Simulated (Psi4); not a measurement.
# SiNH4 (SMILES [NH][SiH3]): UBP86/def2-TZVP (sweep point 3)

Aim: the vertical ionisation energy of SiNH4 at UBP86/def2-TZVP (sweep point 3), from 2 runs. 

The results are computed with Psi4 1.11.

2 further runs of the same task are left out: 2 that didn't finish.

### Step 1. Starting point

SiNH4 has 6 atoms, charge 0, and is taken as a doublet. SMILES: `[NH][SiH3]`. The coordinates come from a PBE0-D4/def2-TZVP relaxation.

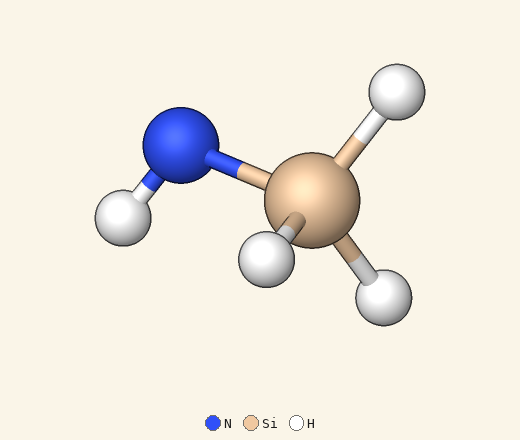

The structure, seen from a chosen angle (nitrogen blue, silicon light orange, hydrogen white).

### Step 2. A single-point energy at UBP86/def2-TZVP (sweep point 3)

Contents of calc.py:

```python
import psi4

psi4.set_memory('1600 MB')
psi4.set_num_threads(1)
psi4.set_output_file('output.dat', False)

m = psi4.geometry("""
0 2
N      1.11890684    -1.57829926     1.71870591
Si    -0.38493721     0.65686880    -0.20786987
H      1.74383927    -3.10047365     0.70430093
H     -2.47667506    -0.53346968    -1.67335248
H      1.49193878     1.72305228    -2.01992825
H     -1.41370411     2.71137904     1.39121637
units bohr
symmetry c1
""")

psi4.set_options({
    'basis': 'def2-TZVP',
    'reference': 'uks',
    'puream': True,
    'scf_type': 'pk',
    'dft_radial_points': 99,
    'dft_spherical_points': 590,
    'maxiter': 150,
})

e = psi4.energy("bp86", molecule=m)
print(f'bp86 energy: {e:.10f} Eh')
for k, v in sorted(psi4.core.scalar_variables().items()):
    print(f'{k:45s} {v:18.10f}')
```

Launch:

```console
$ python calc.py
```

output.dat:

```text
[...]
  Running in c1 symmetry.
[...]
  Nuclear repulsion =   56.674425183042295
[...]
  Multiplicity = 2
[...]
  Nalpha       = 13
  Nbeta        = 12
[...]
    Number of basis functions: 92
[...]
   @UKS iter   1:  -346.34426873863231   -1.83905e-01   8.93753e-03 ADIIS/DIIS
[...]
   @UKS iter  10:  -346.64485375773666   -8.02203e-09   4.66345e-07 DIIS
[...]
   @S^2 Observed:                7.529270714E-01
[...]
    Orbital Energies [Eh]
    ---------------------
    Alpha Occupied:
       1A    -65.456595     2A    -14.025416     3A     -5.065341
       4A     -3.475636     5A     -3.475052     6A     -3.474195
       7A     -0.768085     8A     -0.494142     9A     -0.391384
      10A     -0.342518    11A     -0.322095    12A     -0.267169
      13A     -0.261104
    Alpha Virtual:
      14A     -0.022793    15A      0.025979    16A      0.029825
      17A      0.038221    18A      0.057717    19A      0.138573
      20A      0.144287    21A      0.180245    22A      0.192966
      23A      0.206286    24A      0.226139    25A      0.264550
[...]
  @UKS Final Energy:  -346.64485375773666
   => Energetics <=
    Nuclear Repulsion Energy =             56.6744251830422954
    One-Electron Energy =                -590.4893859952975390
    Two-Electron Energy =                 216.4719176665787188
    DFT Exchange-Correlation Energy =     -29.3018106120601871
    Empirical Dispersion Energy =           0.0000000000000000
    VV10 Nonlocal Energy =                  0.0000000000000000
    Total Energy =                       -346.6448537577366551
[...]
 Multipole Moments:
 ------------------------------------------------------------------------------------
     Multipole            Electronic (a.u.)      Nuclear  (a.u.)        Total (a.u.)
 ------------------------------------------------------------------------------------
 L = 1.  Multiply by 2.5417464519 to convert [e a0] to [Debye]
 Dipole X            :          0.4941426           -0.5146409           -0.0204982
 Dipole Y            :         -0.6704312            0.5335579           -0.1368733
 Dipole Z            :          0.9728051           -1.5189854           -0.5461804
 Magnitude           :                                                    0.5634425
[...]
```

Standard output:

```text
bp86 energy: -346.6448537577 Eh
CURRENT ENERGY                                   -346.6448537577
CURRENT REFERENCE ENERGY                         -346.6448537577
DD SOLVATION ENERGY                                 0.0000000000
DFT FUNCTIONAL TOTAL ENERGY                      -346.6448537577
DFT TOTAL ENERGY                                 -346.6448537577
DFT VV10 ENERGY                                     0.0000000000
DFT XC ENERGY                                     -29.3018106121
GRID ELECTRONS ALPHA                               13.0000000246
GRID ELECTRONS BETA                                12.0000000096
GRID ELECTRONS TOTAL                               25.0000000342
NUCLEAR REPULSION ENERGY                           56.6744251830
ONE-ELECTRON ENERGY                              -590.4893859953
PCM POLARIZATION ENERGY                             0.0000000000
PE ENERGY                                           0.0000000000
SCF ITERATION ENERGY                             -346.6448537577
SCF ITERATIONS                                     10.0000000000
SCF TOTAL ENERGY                                 -346.6448537577
TWO-ELECTRON ENERGY                               216.4719176666
XC GRID RADIAL POINTS                              99.0000000000
XC GRID SPHERICAL POINTS                          590.0000000000
XC GRID TOTAL POINTS                           336198.0000000000
```

Wall time 25 s (1 thread of Intel Xeon Platinum 8259CL at 2.50GHz (Skylake/Cascade Lake), shared host); peak memory 0.77 GiB.

### Step 3. The singlet cation at the same level

Contents of calc.py:

```python
import psi4

psi4.set_memory('1600 MB')
psi4.set_num_threads(1)
psi4.set_output_file('h4nsi.out', False)

geom = psi4.geometry("""
1 1
N      1.11890684    -1.57829926     1.71870591
Si    -0.38493721     0.65686880    -0.20786987
H      1.74383927    -3.10047365     0.70430093
H     -2.47667506    -0.53346968    -1.67335248
H      1.49193878     1.72305228    -2.01992825
H     -1.41370411     2.71137904     1.39121637
units au
symmetry c1
""")

psi4.set_options({
    'basis': 'def2-TZVP',
    'puream': True,
    'scf_type': 'pk',
    'dft_radial_points': 99,
    'dft_spherical_points': 590,
})

result = psi4.energy("bp86")
print('E =', round(result, 9))
```

Launch:

```console
$ python calc.py
```

h4nsi.out:

```text
[...]
  Running in c1 symmetry.
[...]
  Nuclear repulsion =   56.674425183042295
[...]
  Multiplicity = 1
[...]
  Nalpha       = 12
  Nbeta        = 12
[...]
    Number of basis functions: 92
[...]
   @RKS iter   1:  -346.14239971236117    1.79636e-02   5.63830e-03 ADIIS/DIIS
[...]
   @RKS iter  16:  -346.24140180710049   -2.40832e-08   7.88536e-07 DIIS
[...]
    Orbital Energies [Eh]
    ---------------------
    Doubly Occupied:
       1A    -65.725137     2A    -14.365101     3A     -5.335353
       4A     -3.746464     5A     -3.746030     6A     -3.742196
       7A     -1.057207     8A     -0.763171     9A     -0.670638
      10A     -0.608023    11A     -0.569344    12A     -0.534771
[...]
  @RKS Final Energy:  -346.24140180710049
   => Energetics <=
    Nuclear Repulsion Energy =             56.6744251830422954
    One-Electron Energy =                -583.4709782580109731
    Two-Electron Energy =                 209.5015618305203020
    DFT Exchange-Correlation Energy =     -28.9464105626521473
    Empirical Dispersion Energy =           0.0000000000000000
    VV10 Nonlocal Energy =                  0.0000000000000000
    Total Energy =                       -346.2414018071004875
[...]
 Multipole Moments:
 ------------------------------------------------------------------------------------
     Multipole            Electronic (a.u.)      Nuclear  (a.u.)        Total (a.u.)
 ------------------------------------------------------------------------------------
 L = 1.  Multiply by 2.5417464519 to convert [e a0] to [Debye]
 Dipole X            :          0.5962411           -0.5146409            0.0816003
 Dipole Y            :         -0.8166177            0.5335579           -0.2830598
 Dipole Z            :          0.6736892           -1.5189854           -0.8452963
 Magnitude           :                                                    0.8951577
[...]
```

The script printed:

```text
E = -346.241401807
```

It took 24 s on 1 thread of Intel Xeon Platinum 8259CL at 2.50GHz (Skylake/Cascade Lake), shared host; peak memory 0.77 GiB.

### Step 4. Outcome

At UBP86/def2-TZVP (sweep point 3):

| quantity | value |
| --- | --- |
| doublet SiNH4: total energy | -346.64485 Eh |
| doublet SiNH4: dipole moment | 1.43 D |
| doublet SiNH4: HOMO energy (highest over α and β) | -6.68 eV |
| doublet SiNH4: LUMO energy (lowest over α and β) | -5.03 eV |
| doublet SiNH4: ⟨S²⟩ | 0.753 |
| singlet cation: total energy | -346.24140 Eh |
| singlet cation: HOMO energy | -14.55 eV |
| singlet cation: LUMO energy | -14.49 eV |
| singlet cation: HOMO–LUMO gap | 0.06 eV |
| vertical ionisation energy (to the singlet cation) | 10.978 eV |

In words: The vertical ionisation energy comes to 10.98 eV (253 kcal/mol). Only the singlet of the ionised species was computed; a triplet could lie lower.
